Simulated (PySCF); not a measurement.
# [Eu(H2O)2]3+: how settings move a single point

Which settings matter for [Eu(H2O)2]3+? Each run alters one on purpose. The structure is generated, not taken from experiment.

Program: PySCF 2.14.0. Level of theory: PBE, Eu lcecp-1-SVP with ECP52, O def2-SVP, H def2-SVP; scalar-relativistic core potentials, no spin–orbit coupling. These are calculated values, not measurements.

2 further runs of the same task are left out: 2 for a known fault of the program.

### 1 Starting geometry

7 atoms, charge 3, spin multiplicity 1.

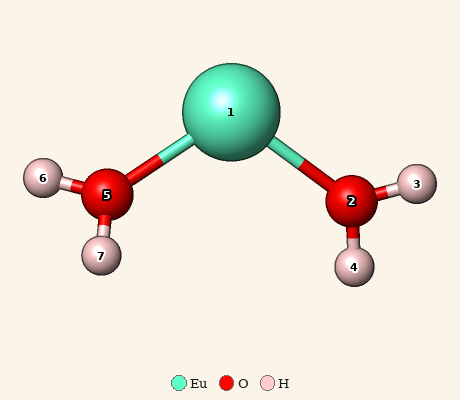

The structure; europium green, oxygen red, hydrogen pink; atoms are numbered from 1 in the order of the file.

Geometry (Å):

```csv
atom,x (Å),y (Å),z (Å)
Eu1,1.1027,0.1124,-0.0046
O2,-0.1682,0.0349,1.8583
H3,0.0886,0.3114,2.7905
H4,-1.1090,-0.2954,1.9803
O5,-0.1718,-0.0706,-1.8570
H6,0.0965,-0.4330,-2.7558
H7,-1.1240,0.2094,-2.0117
```

Formal oxidation states: Eu +3. Each metal's 6 4f electrons lie in its core potential, so multiplicities, spins and levels count the valence alone. An earlier session relaxed this geometry at PBE, Eu lcecp-1-SVP with ECP52, O def2-SVP, H def2-SVP (singlet, point group C1).

The sound run used a (50, 194) grid (finer on f atoms), a threshold of 1e-8 and at most 55 cycles, and ended at -186.707880 Eh.

### 2 Altered run 1

Input file run.py (the lines that set the calculation):

```python
mol = gto.M(atom='''
Eu     1.03658     0.10567    -0.00429
O     -0.15812     0.03279     1.74679
H      0.08324     0.29273     2.62306
H     -1.04241    -0.27764     1.86150
O     -0.16145    -0.06632    -1.74560
H      0.09072    -0.40704    -2.59044
H     -1.05653     0.19685    -1.89101''',
    basis={'Eu': 'lcecp-1-SVP', 'O': 'def2-SVP', 'H': 'def2-SVP'},
    ecp={'Eu': 'lcecp-1-SVP'},
    charge=3, spin=0)
mf = dft.RKS(mol, xc='PBE')
mf.grids.atom_grid = (50, 194)  # f atoms: unpruned, at least (60, 302)
mf = mf.density_fit()  # fitting sets: Eu AutoAux, O def2-universal-JKFIT, H def2-universal-JKFIT
mf.conv_tol = 1e-08; mf.max_cycle = 55
mf.kernel(dm0)  # dm0: free metal ions and neutral atoms
```

Launch:

```console
$ OMP_NUM_THREADS=2 python run.py
```

The program printed:

```text
init E= -177.764720927319
  HOMO = -1.57190349239339  LUMO = -0.796999965267823  gap/eV = 21.08620
cycle= 1 E= -184.292565965002  delta_E= -6.53  |g|= 3.55  |ddm|=  3.1
  HOMO = -0.707757370473668  LUMO = -0.690898203411096  gap/eV = 0.45876
cycle= 2 E= -170.231659598678  delta_E= 14.1  |g|= 6.18  |ddm|= 6.01
  HOMO = -1.07835851711871  LUMO = -0.636299052297517  gap/eV = 12.02905
cycle= 3 E= -186.388959137753  delta_E= -16.2  |g|= 0.946  |ddm|= 5.55
  HOMO = -0.974484244950458  LUMO = -0.75192412807032  gap/eV = 6.05617
cycle= 4 E= -186.665246623876  delta_E= -0.276  |g|= 0.302  |ddm|= 1.83
  HOMO = -0.945943326188073  LUMO = -0.714190251080809  gap/eV = 6.30632
cycle= 5 E= -186.684291851281  delta_E= -0.019  |g|= 0.0454  |ddm|= 0.343
  HOMO = -0.944673231465778  LUMO = -0.712358413038029  gap/eV = 6.32161
cycle= 6 E= -186.684741658515  delta_E= -0.00045  |g|= 0.0142  |ddm|= 0.0562
  HOMO = -0.945300095797658  LUMO = -0.714199902757981  gap/eV = 6.28856
cycle= 7 E= -186.684787691652  delta_E= -4.6e-05  |g|= 0.00434  |ddm|= 0.0154
  HOMO = -0.945259016856029  LUMO = -0.714286045300272  gap/eV = 6.28509
cycle= 8 E= -186.684789769153  delta_E= -2.08e-06  |g|= 0.00284  |ddm|= 0.0042
  HOMO = -0.945235107803054  LUMO = -0.714277477102804  gap/eV = 6.28468
cycle= 9 E= -186.684791252237  delta_E= -1.48e-06  |g|= 0.000496  |ddm|= 0.00187
  HOMO = -0.945188195929274  LUMO = -0.714273572736834  gap/eV = 6.28351
cycle= 10 E= -186.684791297907  delta_E= -4.57e-08  |g|= 4.24e-05  |ddm|= 0.000304
  HOMO = -0.945185075194362  LUMO = -0.714273730878349  gap/eV = 6.28342
cycle= 11 E= -186.684791298314  delta_E= -4.07e-10  |g|= 4.56e-06  |ddm|= 4.19e-05
  HOMO = -0.945185758078037  LUMO = -0.714274901017322  gap/eV = 6.28340
Extra cycle  E= -186.684791298317  delta_E= -3.64e-12  |g|= 2.54e-06  |ddm|= 7.86e-06
converged SCF energy = -186.684791298317
```

It took 3.6 s on 2 threads of Arm Neoverse V1, shared host.

Changed: the scale of all coordinates (0.94). It converges in 11 cycles, +0.628 eV from the sound run, with a largest force component of 3.03 eV/Å. The setting is unsound, so these numbers aren't the compound's.

### 3 Altered run 2

Input file run.py (the lines that set the calculation):

```python
mol = gto.M(atom='''
Eu     1.10275     0.11242    -0.00456
O     -0.16821     0.03488     1.85828
H      0.08855     0.31142     2.79049
H     -1.10895    -0.29536     1.98032
O     -0.17175    -0.07056    -1.85702
H      0.09652    -0.43302    -2.75579
H     -1.12397     0.20942    -2.01171''',
    basis={'Eu': 'lcecp-1-SVP', 'O': 'def2-SVP', 'H': 'def2-SVP'},
    ecp={'Eu': 'lcecp-1-SVP'},
    charge=3, spin=0)
mf = dft.RKS(mol, xc='PBE')
mf.grids.atom_grid = (50, 194)  # f atoms: unpruned, at least (60, 302)
mf = mf.density_fit()  # fitting sets: Eu AutoAux, O def2-universal-JKFIT, H def2-universal-JKFIT
mf.conv_tol = 1e-08; mf.max_cycle = 74
mf.kernel(dm0)  # dm0: core Hamiltonian
```

Launch:

```console
$ OMP_NUM_THREADS=2 python run.py
```

The program printed:

```text
init E= -171.637677707681
  HOMO = -0.58862323662808  LUMO = -0.497105602985294  gap/eV = 2.49032
cycle= 1 E= -155.130460665558  delta_E= 16.5  |g|= 6.49  |ddm|=   11
  HOMO = -2.05000648344467  LUMO = -1.6325177676644  gap/eV = 11.36045
cycle= 2 E= -144.010235468671  delta_E= 11.1  |g|= 7.18  |ddm|= 13.8
  HOMO = -1.51876143127716  LUMO = -1.02467908039527  gap/eV = 13.44467
cycle= 3 E= -184.847210262454  delta_E= -40.8  |g|= 2.87  |ddm|= 10.6
  HOMO = -1.01675988717895  LUMO = -0.632331079760958  gap/eV = 10.46084
cycle= 4 E= -186.527112732525  delta_E= -1.68  |g|= 0.762  |ddm|= 2.51
  HOMO = -0.965613211484998  LUMO = -0.685028382472108  gap/eV = 7.63510
cycle= 5 E= -186.641634856094  delta_E= -0.115  |g|= 0.552  |ddm|= 0.876
  HOMO = -0.920238782915931  LUMO = -0.695311176735555  gap/eV = 6.12059
cycle= 6 E= -186.696788523154  delta_E= -0.0552  |g|= 0.188  |ddm|= 0.283
  HOMO = -0.908233428065761  LUMO = -0.722019143487426  gap/eV = 5.06715
cycle= 7 E= -186.70720354924  delta_E= -0.0104  |g|= 0.0573  |ddm|= 0.282
  HOMO = -0.903812801094628  LUMO = -0.714874587358175  gap/eV = 5.14127
cycle= 8 E= -186.707812558086  delta_E= -0.000609  |g|= 0.0185  |ddm|= 0.0525
  HOMO = -0.904026418466279  LUMO = -0.71512740876182  gap/eV = 5.14020
cycle= 9 E= -186.707872092729  delta_E= -5.95e-05  |g|= 0.00639  |ddm|= 0.0151
  HOMO = -0.903969434075749  LUMO = -0.715462798192689  gap/eV = 5.12953
cycle= 10 E= -186.707880438502  delta_E= -8.35e-06  |g|= 0.000394  |ddm|= 0.00491
  HOMO = -0.903969860488411  LUMO = -0.715455655199639  gap/eV = 5.12973
cycle= 11 E= -186.707880472987  delta_E= -3.45e-08  |g|= 8.3e-05  |ddm|= 0.000371
  HOMO = -0.903975039590157  LUMO = -0.715441930796498  gap/eV = 5.13025
cycle= 12 E= -186.707880474961  delta_E= -1.97e-09  |g|= 1.32e-05  |ddm|= 0.000119
  HOMO = -0.903972254222613  LUMO = -0.715445557670109  gap/eV = 5.13007
Extra cycle  E= -186.707880474846  delta_E= 1.15e-10  |g|= 2.73e-05  |ddm|= 3.88e-05
converged SCF energy = -186.707880474846
```

Wall time 3.7 s (2 threads of Arm Neoverse V1, shared host).

Changed: the starting guess (bare core Hamiltonian); the cycle limit is 74. It converges in 12 cycles, at the sound run's energy within 0.001 eV, with a largest force component of 0.02 eV/Å. The result survives the change.

### 4 Altered run 3

Changes to run.py (the lines that set the calculation) since step 3:

```diff
@@ -14,3 +14,3 @@
 mf = mf.density_fit()  # fitting sets: Eu AutoAux, O def2-universal-JKFIT, H def2-universal-JKFIT
-mf.conv_tol = 1e-08; mf.max_cycle = 74
-mf.kernel(dm0)  # dm0: core Hamiltonian
+mf.conv_tol = 1e-08; mf.max_cycle = 55
+mf.kernel(dm0)  # dm0: smeared density
```

Launch:

```console
$ OMP_NUM_THREADS=2 python run.py
```

The program printed:

```text
init E= -186.674726905534
  HOMO = -0.913967137222552  LUMO = -0.706413560874351  gap/eV = 5.64782
cycle= 1 E= -186.705888934037  delta_E= -0.0312  |g|= 0.0842  |ddm|= 0.109
  HOMO = -0.885754127430496  LUMO = -0.723944280399361  gap/eV = 4.40307
cycle= 2 E= -186.698072175616  delta_E= 0.00782  |g|= 0.212  |ddm|= 0.258
  HOMO = -0.90361569553606  LUMO = -0.717832870008727  gap/eV = 5.05541
cycle= 3 E= -186.707841728767  delta_E= -0.00977  |g|= 0.00966  |ddm|= 0.152
  HOMO = -0.903833588088507  LUMO = -0.715423665742482  gap/eV = 5.12690
cycle= 4 E= -186.707880170749  delta_E= -3.84e-05  |g|= 0.00127  |ddm|= 0.0164
  HOMO = -0.903963615912289  LUMO = -0.715436816328804  gap/eV = 5.13008
cycle= 5 E= -186.707880410334  delta_E= -2.4e-07  |g|= 0.000576  |ddm|= 0.000994
  HOMO = -0.903969258211375  LUMO = -0.715441363921699  gap/eV = 5.13011
cycle= 6 E= -186.70788046691  delta_E= -5.66e-08  |g|= 0.000204  |ddm|= 0.000486
  HOMO = -0.903973565883835  LUMO = -0.715443298540417  gap/eV = 5.13017
cycle= 7 E= -186.707880474969  delta_E= -8.06e-09  |g|= 1.29e-05  |ddm|= 0.000137
  HOMO = -0.903975810879933  LUMO = -0.715444072849714  gap/eV = 5.13021
Extra cycle  E= -186.707880474965  delta_E= 3.87e-12  |g|= 1.48e-05  |ddm|= 2.6e-05
converged SCF energy = -186.707880474965
```

Run time: 3 s. Hardware: 2 threads of Arm Neoverse V1, shared host.

Changed: the starting guess (smeared density). It converges in 7 cycles, at the sound run's energy within 0.001 eV, with a largest force component of 0.02 eV/Å. The result survives the change.

### 5 Altered run 4

Changes to run.py (the lines that set the calculation) since step 4:

```diff
@@ -14,3 +14,3 @@
 mf = mf.density_fit()  # fitting sets: Eu AutoAux, O def2-universal-JKFIT, H def2-universal-JKFIT
-mf.conv_tol = 1e-08; mf.max_cycle = 55
-mf.kernel(dm0)  # dm0: smeared density
+mf.conv_tol = 0.0001; mf.max_cycle = 55
+mf.kernel(dm0)  # dm0: free metal ions and neutral atoms
```

Launch:

```console
$ OMP_NUM_THREADS=2 python run.py
```

The program printed:

```text
init E= -177.691313868407
  HOMO = -1.54426165441084  LUMO = -0.768449364208665  gap/eV = 21.11093
cycle= 1 E= -184.19064815204  delta_E= -6.5  |g|= 3.57  |ddm|= 2.98
  HOMO = -0.685458908452567  LUMO = -0.67949913903506  gap/eV = 0.16217
cycle= 2 E= -163.984076009373  delta_E= 20.2  |g|= 6.47  |ddm|= 8.04
  HOMO = -1.04130945473759  LUMO = -0.666879529917443  gap/eV = 10.18876
cycle= 3 E= -186.31781110036  delta_E= -22.3  |g|= 1.08  |ddm|= 7.84
  HOMO = -0.938757106300398  LUMO = -0.752698050137024  gap/eV = 5.06292
cycle= 4 E= -186.682097957248  delta_E= -0.364  |g|= 0.345  |ddm|= 2.03
  HOMO = -0.902897724747619  LUMO = -0.717394048441433  gap/eV = 5.04781
cycle= 5 E= -186.707151970069  delta_E= -0.0251  |g|= 0.0536  |ddm|= 0.361
  HOMO = -0.901927516219169  LUMO = -0.713100633326976  gap/eV = 5.13824
cycle= 6 E= -186.707675143622  delta_E= -0.000523  |g|= 0.0309  |ddm|= 0.0744
  HOMO = -0.903232245750419  LUMO = -0.714774019908201  gap/eV = 5.12821
cycle= 7 E= -186.707821894958  delta_E= -0.000147  |g|= 0.0171  |ddm|= 0.0304
  HOMO = -0.904046406046091  LUMO = -0.715428064981354  gap/eV = 5.13257
cycle= 8 E= -186.707879862511  delta_E= -5.8e-05  |g|= 0.00177  |ddm|= 0.0124
  HOMO = -0.903782734323558  LUMO = -0.715434023859398  gap/eV = 5.12523
Extra cycle  E= -186.707878906994  delta_E= 9.56e-07  |g|= 0.00282  |ddm|= 0.00313
converged SCF energy = -186.707878906994
```

Run time: 3.1 s. Hardware: 2 threads of Arm Neoverse V1, shared host.

Changed: the SCF threshold (0.0001). It converges in 8 cycles, at the sound run's energy within 0.001 eV, with a largest force component of 0.02 eV/Å. The result survives the change.

### 6 Altered run 5

Changes to run.py (the lines that set the calculation) since step 5:

```diff
@@ -10,7 +10,7 @@
     ecp={'Eu': 'lcecp-1-SVP'},
-    charge=3, spin=0)
-mf = dft.RKS(mol, xc='PBE')
+    charge=3, spin=12)
+mf = dft.UKS(mol, xc='PBE')
 mf.grids.atom_grid = (50, 194)  # f atoms: unpruned, at least (60, 302)
 mf = mf.density_fit()  # fitting sets: Eu AutoAux, O def2-universal-JKFIT, H def2-universal-JKFIT
-mf.conv_tol = 0.0001; mf.max_cycle = 55
+mf.conv_tol = 1e-08; mf.max_cycle = 78
 mf.kernel(dm0)  # dm0: free metal ions and neutral atoms
```

Launch:

```console
$ OMP_NUM_THREADS=2 python run.py
```

The program printed:

```text
init E= -178.923706954873
cycle= 1 E= -183.58047255311  delta_E= -4.66  |g|= 0.614  |ddm|= 3.16
cycle= 2 E= -182.630054790606  delta_E= 0.95  |g|= 1.02  |ddm|= 3.15
cycle= 3 E= -181.444032845057  delta_E= 1.19  |g|= 1.45  |ddm|= 4.03
cycle= 4 E= -183.564679930134  delta_E= -2.12  |g|= 0.419  |ddm|= 1.83
cycle= 5 E= -183.695767134083  delta_E= -0.131  |g|= 0.196  |ddm|= 0.605
cycle= 6 E= -183.728496779935  delta_E= -0.0327  |g|= 0.0852  |ddm|= 0.544
cycle= 7 E= -183.717208824748  delta_E= 0.0113  |g|= 0.119  |ddm|= 0.956
cycle= 8 E= -183.732528871821  delta_E= -0.0153  |g|= 0.0483  |ddm|= 0.934
cycle= 9 E= -183.735364110264  delta_E= -0.00284  |g|= 0.0148  |ddm|= 0.303
cycle= 10 E= -183.735503507073  delta_E= -0.000139  |g|= 0.0103  |ddm|= 0.156
cycle= 11 E= -183.735568464592  delta_E= -6.5e-05  |g|= 0.00664  |ddm|= 0.0915
cycle= 12 E= -183.735631835331  delta_E= -6.34e-05  |g|= 0.00244  |ddm|= 0.0841
cycle= 13 E= -183.735642550711  delta_E= -1.07e-05  |g|= 0.000422  |ddm|= 0.0278
cycle= 14 E= -183.735642723399  delta_E= -1.73e-07  |g|= 0.000257  |ddm|= 0.00202
cycle= 15 E= -183.735642815201  delta_E= -9.18e-08  |g|= 0.000109  |ddm|= 0.00314
cycle= 16 E= -183.735642834338  delta_E= -1.91e-08  |g|= 3.17e-05  |ddm|= 0.00125
cycle= 17 E= -183.735642835817  delta_E= -1.48e-09  |g|= 1.15e-05  |ddm|= 0.000392
Extra cycle  E= -183.735642810311  delta_E= 2.55e-08  |g|= 0.000125  |ddm|= 0.0012
converged SCF energy = -183.735642810311  <S^2> = 42.003081  2S+1 = 13.000474
```

Wall time 5.6 s (2 threads of Arm Neoverse V1, shared host).

Changed: the spin (12 unpaired electrons); the cycle limit is 78. It converges in 17 cycles, +80.879 eV from the sound run, with a largest force component of 24.76 eV/Å. The setting is unsound, so these numbers aren't the compound's.

### 7 Results

| run | changed | ending | energy change (eV) | cycles | time | usable |
| --- | --- | --- | --- | --- | --- | --- |
| 1 | the scale of all coordinates | converged | +0.628 | 11 | 3.6 s | no |
| 2 | the starting guess | converged | 0.000 | 12 | 3.7 s | yes |
| 3 | the starting guess | converged | 0.000 | 7 | 3 s | yes |
| 4 | the SCF threshold | converged | 0.000 | 8 | 3.1 s | yes |
| 5 | the spin | converged | +80.879 | 17 | 5.6 s | no |

3 of 5 altered runs give a usable result. 2 ended normally with numbers unfit to quote.
